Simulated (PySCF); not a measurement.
## Electronic structure of H₈HfN₃O (charge +1) in real space

The calculation's input:

```
mol = gto.M(atom='''
Hf     0.08821    -0.08821     0.13804
N      1.13037     1.23544     1.21723
H      2.02463     1.66027     0.96790
H      0.89501     1.55997     2.15707
N     -1.23544    -1.13037     1.21723
H     -1.55997    -0.89501     2.15707
H     -1.66027    -2.02463     0.96790
N      1.16013    -1.16013    -1.17243
H      0.93685    -2.09844    -1.50959
H      2.09844    -0.93685    -1.50959
O     -1.11694     1.11694    -1.31068
H     -1.78843     1.78843    -1.11765
H     -1.04396     1.04396    -2.27399''',
    basis={'Hf': 'def2-SVP', 'N': 'def2-SVP', 'H': 'def2-SVP', 'O': 'def2-SVP'},
    ecp={'Hf': 'def2-SVP'},
    charge=1, spin=0)
mf = dft.RKS(mol, xc='PBE0')
mf.grids.atom_grid = (75, 302)  # f atoms: at least (60, 302), unpruned
mf = mf.density_fit()  # Hf def2-universal-JKFIT, N def2-universal-JKFIT, H def2-universal-JKFIT, O def2-universal-JKFIT
mf.conv_tol = 1e-09; mf.max_cycle = 55
mf.kernel(dm0)
```

Command:

```sh
OMP_NUM_THREADS=2 python run.py
```

Core potentials replace the inner electrons of Hf.

Computed with RKS PBE0, Hf def2-SVP with ECP60, N def2-SVP, H def2-SVP, O def2-SVP; non-relativistic Hamiltonian with scalar-relativistic core potentials where named; density fitting in PySCF.

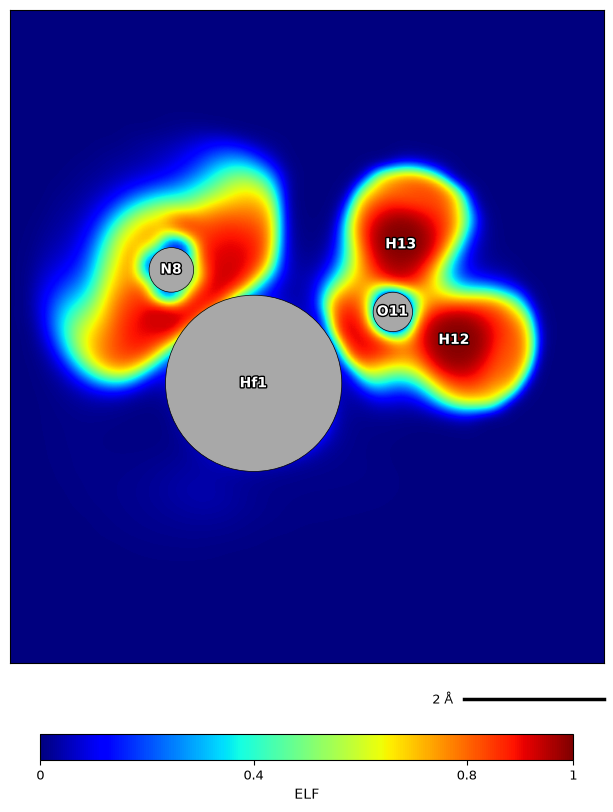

Figure 1. ELF on the plane of atoms Hf1, O11 and H12. Grey discs cover the atomic cores.

**Interpret the plot.**

The plane passes through Hf, N, O and H nuclei. Hf–N (2.00 Å): the ELF peaks at about 0.90 in the valence shell of N, 0.6 Å from its nucleus, and is about 0.25 at the midpoint. Hf–O (2.24 Å): the ELF peaks at about 0.90 in the valence shell of O, 0.6 Å from its nucleus, and drops to about 0.10 between the two atoms. O–H (0.97 Å): the ELF climbs to about 1 towards the hydrogen, as it does in any bond to H; an ordinary covalent bond to hydrogen.

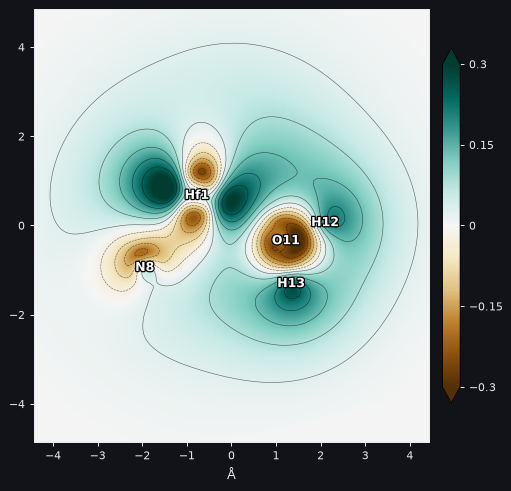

Figure 2. The LUMO on the plane of atoms Hf1, O11 and H13 (values in Å⁻³ᐟ²; the overall sign is arbitrary).

**What is the character of this orbital?**

Its weight (Hirshfeld) is mainly on Hf1 (about 45 %), H13 (about 15 %), H12 (about 15 %) and O11 (about 15 %). Its energy is −4.85 eV.

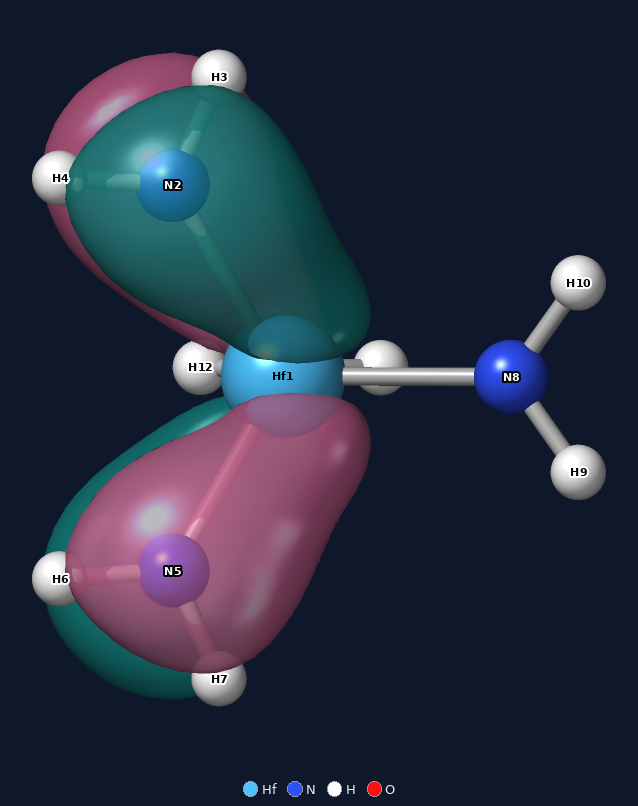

Figure 3. The HOMO−1 at ±0.1 Å⁻³ᐟ² (teal and pink are the two phases), seen at a tilt.

**Describe this orbital and give its energy.**

It lies mainly on N2 (about 35 %), N5 (about 35 %) and Hf1 (about 20 %). Its energy is −11.80 eV.
